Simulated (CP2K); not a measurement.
**AlAsH3F3 (SMILES [F][Al]([F])([F])<-[AsH3]) at GFN0-xTB**

Aim: the energy change on altering one bond length of AlAsH3F3 at GFN0-xTB, from 2 runs. 

The results are computed with CP2K 2026.2.

4 further runs of the same task are left out: 3 that didn't finish, 1 set aside as unsound or not needed.

### 1 The molecule

AlAsH3F3 has 8 atoms, charge 0, and is taken as a singlet. SMILES: `[F][Al]([F])([F])<-[AsH3]`. Geometry: a GFN2-xTB relaxation, a rough one for these elements and not checked as a minimum.

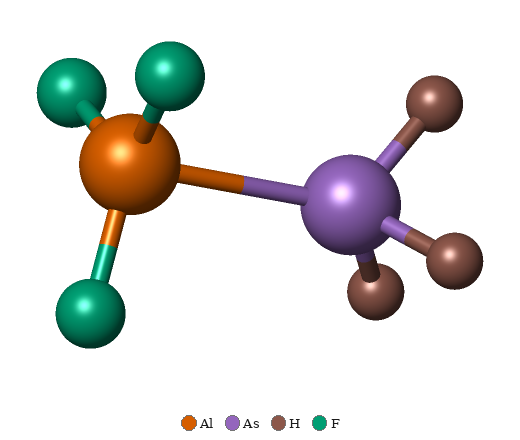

The structure, seen from a chosen angle (aluminium orange, arsenic purple, hydrogen brown, fluorine teal).

### 2 Energy and gradient at GFN0-xTB

calc.inp reads:

```
&GLOBAL
  PROJECT calc
  RUN_TYPE ENERGY_FORCE
  PRINT_LEVEL MEDIUM
&END GLOBAL
&FORCE_EVAL
  METHOD QS
  &DFT
    &QS
      METHOD XTB
      EPS_DEFAULT 1.0E-10
      &XTB
        GFN_TYPE 0
        CHECK_ATOMIC_CHARGES F
      &END XTB
    &END QS
    &POISSON
      PERIODIC NONE
      POISSON_SOLVER ANALYTIC
    &END POISSON
    &SCF
      SCF_GUESS ATOMIC
      EPS_SCF 1.0E-07
      MAX_SCF 150
      ADDED_MOS 8
      &DIAGONALIZATION
        ALGORITHM STANDARD
      &END DIAGONALIZATION
      &MIXING
        METHOD DIRECT_P_MIXING
        ALPHA 0.4
      &END MIXING
      &SMEAR ON
        METHOD FERMI_DIRAC
        ELECTRONIC_TEMPERATURE [K] 300
      &END SMEAR
    &END SCF
    # extra output
    &PRINT
      &MOMENTS
        PERIODIC F
        REFERENCE COM
        MAX_MOMENT 1
      &END MOMENTS
      &MO ON
        ENERGIES T
        OCCUPATION_NUMBERS T
        NDIGITS 6
        &EACH
          QS_SCF 0
        &END EACH
        ADD_LAST NUMERIC
      &END MO
      &HIRSHFELD OFF
      &END HIRSHFELD
    &END PRINT
  &END DFT
  # atoms, cell and kinds
  &SUBSYS
    # box in angstrom
    &CELL
      ABC 10.9 10.8 11.6
      PERIODIC NONE
    &END CELL
    &COORD
      SCALED T
      Al   0.48151514   0.49890880   0.36504784
      As   0.48221055   0.49777639   0.58284353
      H    0.54966284   0.58954120   0.65433147
      H    0.52851514   0.39115231   0.65136164
      H    0.36876193   0.50855694   0.65369440
      F    0.63123807   0.49687454   0.34566853
      F    0.40845734   0.63092083   0.34626853
      F    0.40467477   0.36907917   0.34660216
    &END COORD
  &END SUBSYS
  &PRINT
    &FORCES ON
    &END FORCES
  &END PRINT
&END FORCE_EVAL
```

The run is started by

```
$ OMP_NUM_THREADS=1 cp2k.psmp -i calc.inp -o calc.out
```

Log:

```text
CP2K| version string:                                       CP2K version 2026.2
[...]
 GLOBAL| Method name                                                        CP2K
[...]
 GLOBAL| Run type                                                   ENERGY_FORCE
[...]
                             - Atoms:                                          8
[...]
                             - Spherical basis functions:                     36
[...]
 Number of electrons:                                                         32
[...]
  Fermi energy:                                                -0.26220202862229
[...]
 TB_DIPOLE| Moment [Debye]          0.01756645      -0.00237839       3.73816013
 TB_DIPOLE| Derivative [a.u.]       0.00000000       0.00000000       0.00000000
[...]
 ENERGY| Total FORCE_EVAL ( QS ) energy [hartree]            -17.225495806133434
 FORCES| Atomic forces [hartree/bohr]
 FORCES|   Atom     x               y               z               |f|
 FORCES|      1  8.91071975E-05  6.96382346E-05  6.40785771E-03   6.40885559E-03
 FORCES|      2 -6.03352359E-04  1.23830752E-04 -1.58683878E-02   1.58803369E-02
 FORCES|      3 -1.57532291E-04 -2.60967381E-04  4.85184222E-03   4.86140857E-03
 FORCES|      4 -3.04470799E-05  2.33280875E-04  4.71325150E-03   4.71911927E-03
 FORCES|      5  8.05213521E-04 -5.63875372E-05  4.38551655E-03   4.45918196E-03
 FORCES|      6  8.21335251E-03 -1.31707072E-04 -1.50575662E-03   8.35127591E-03
 FORCES|      7 -4.02906242E-03  7.20102130E-03 -1.45427891E-03   8.37872179E-03
 FORCES|      8 -4.28727909E-03 -7.17870917E-03 -1.53004461E-03   8.50033316E-03
 FORCES| Sum    -1.92554306E-16  1.17961196E-16 -1.56341953E-16
 FORCES| Total atomic force                                       2.74653984E-16
[...]
```

Run time: 0.28 s. Hardware: 1 thread of Arm Neoverse V1, shared host.

### 3 The distorted shape at the same level

molecule.inp reads:

```
&GLOBAL
  PROJECT_NAME molecule
  RUN_TYPE ENERGY_FORCE
  PRINT_LEVEL MEDIUM
&END

&FORCE_EVAL
  METHOD QUICKSTEP
  &DFT
    CHARGE 0
    MULTIPLICITY 1
    &QS
      METHOD XTB
      EPS_DEFAULT 1.0E-10
      &XTB
        GFN_TYPE 0
        CHECK_ATOMIC_CHARGES F
      &END
    &END
    &POISSON
      PERIODIC NONE
      POISSON_SOLVER ANALYTIC
    &END
    &SCF
      SCF_GUESS ATOMIC
      EPS_SCF 1.0E-07
      MAX_SCF 150
      ADDED_MOS 8
      &DIAGONALIZATION
        ALGORITHM STANDARD
      &END
      &MIXING
        METHOD DIRECT_P_MIXING
        ALPHA 0.4
      &END
      &SMEAR ON
        METHOD FERMI_DIRAC
        ELECTRONIC_TEMPERATURE [K] 300
      &END
    &END
    &PRINT
      &MOMENTS
        PERIODIC F
        REFERENCE COM
        MAX_MOMENT 1
      &END
      &MO ON
        ENERGIES T
        OCCUPATION_NUMBERS T
        NDIGITS 6
        &EACH
          QS_SCF 0
        &END
        ADD_LAST NUMERIC
      &END
      &HIRSHFELD OFF
      &END
    &END
  &END
  &SUBSYS
    # box in angstrom
    &CELL
      ABC [angstrom] 11.2 10.8 11.6
      PERIODIC NONE
    &END
    &COORD
      SCALED T
      Al   0.46744094   0.49890880   0.36698552
      As   0.46811772   0.49777639   0.58478121
      H    0.53376326   0.58954120   0.65626914
      H    0.51318201   0.39115231   0.65329931
      H    0.35770790   0.50855694   0.65563207
      F    0.64229210   0.49646778   0.34373086
      F    0.39634004   0.63092083   0.34820621
      F    0.39265879   0.36907917   0.34853983
    &END
  &END
  # extra output
  &PRINT
    &FORCES ON
    &END
  &END
&END
```

The run is started by

```
$ OMP_NUM_THREADS=1 cp2k.psmp -i molecule.inp > molecule.out 2>&1
```

Log:

```text
CP2K| version string:                                       CP2K version 2026.2
[...]
 GLOBAL| Method name                                                        CP2K
[...]
 GLOBAL| Run type                                                   ENERGY_FORCE
[...]
                             - Atoms:                                          8
[...]
                             - Spherical basis functions:                     36
[...]
 Number of electrons:                                                         32
[...]
  Fermi energy:                                                -0.26602389550362
[...]
 TB_DIPOLE| Moment [Debye]         -2.10590679       0.02648028       4.14941449
 TB_DIPOLE| Derivative [a.u.]       0.00000000       0.00000000       0.00000000
[...]
 ENERGY| Total FORCE_EVAL ( QS ) energy [hartree]            -17.205651794454024
 FORCES| Atomic forces [hartree/bohr]
 FORCES|   Atom     x               y               z               |f|
 FORCES|      1  5.05434602E-02 -6.11891368E-04  6.13555136E-04   5.05508876E-02
 FORCES|      2  5.12861859E-04  7.73063395E-05 -1.61926243E-02   1.62009285E-02
 FORCES|      3 -1.42585170E-04 -2.15339426E-04  4.66794016E-03   4.67507935E-03
 FORCES|      4 -1.15702903E-05  1.86479395E-04  4.46104697E-03   4.46495784E-03
 FORCES|      5  7.29198442E-04 -2.26320387E-05  3.38997948E-03   3.46759332E-03
 FORCES|      6 -4.73319746E-02  6.27772885E-04  6.46807829E-03   4.77759977E-02
 FORCES|      7 -2.03156927E-03  5.97895068E-03 -1.66345512E-03   6.53010015E-03
 FORCES|      8 -2.26782120E-03 -6.02064647E-03 -1.74452065E-03   6.66592448E-03
 FORCES| Sum     4.90059382E-17  7.19910243E-17 -2.38524478E-17
 FORCES| Total atomic force                                       9.02952314E-17
[...]
```

It took 0.28 s on 1 thread of Arm Neoverse V1, shared host.

### 4 What came out

At GFN0-xTB:

| quantity | value |
| --- | --- |
| first shape: total energy | -17.22550 Eh |
| first shape: dipole moment (from atomic charges alone) | 3.74 D |
| first shape: HOMO energy | -11.91 eV |
| first shape: LUMO energy | -6.25 eV |
| first shape: HOMO–LUMO gap | 5.67 eV |
| first shape: dispersion energy | -4.45 kJ/mol |
| first shape: largest force on an atom | 0.817 eV/Å |
| distorted shape: total energy | -17.20565 Eh |
| distorted shape: dipole moment (from atomic charges alone) | 4.65 D |
| distorted shape: HOMO energy | -11.93 eV |
| distorted shape: LUMO energy | -6.36 eV |
| distorted shape: HOMO–LUMO gap | 5.57 eV |
| distorted shape: dispersion energy | -4.39 kJ/mol |
| distorted shape: largest force on an atom | 2.599 eV/Å |
| energy change with the Al1–F6 bond stretched from 1.648 to 1.977 Å | 0.540 eV |

In words: With the Al1–F6 bond stretched from 1.648 to 1.977 Å the energy rises by 0.54 eV (12.5 kcal/mol). The first shape isn't relaxed at this level, so the change isn't measured from a minimum. The largest force (first shape) is 0.82 eV/Å: the shape isn't a stationary point for this species at this level. The dipole (first shape) comes from point charges on the atoms alone, without atomic dipoles, so it is partial. The dipole (distorted shape) comes from point charges on the atoms alone, without atomic dipoles, so it is partial.
